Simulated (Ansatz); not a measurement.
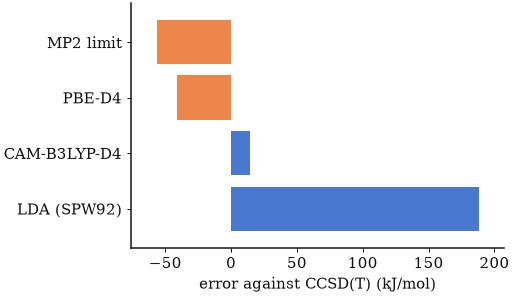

Error in the electronic atomisation energy (method less reference, so positive means overbinding) of AlPH₆, SMILES [AlH3-][PH3+], singlet: functionals in def2-TZVPP against frozen-core CCSD(T) at the limit (MP2 extrapolated from triple and quadruple zeta, plus CCSD(T) less MP2 in a smaller set), which gives 1977.0 kJ/mol, at a PBE0-D4/def2-TZVP geometry (a minimum by its frequencies), no zero-point or spin-orbit term, the Ansatz code 0.2.0. The reference leaves out core correlation, a term that grows with the number of heavy atoms. Limit means the basis limit.

What range do the values span?

Answer. From −56.6 kJ/mol (MP2 limit) to 188.0 kJ/mol (LDA (SPW92)).

Give the values.

Answer.
| level | kJ/mol |
| --- | --- |
| MP2 limit | −56.6 |
| PBE-D4 | −41.4 |
| CAM-B3LYP-D4 | 14.4 |
| LDA (SPW92) | 188.0 |
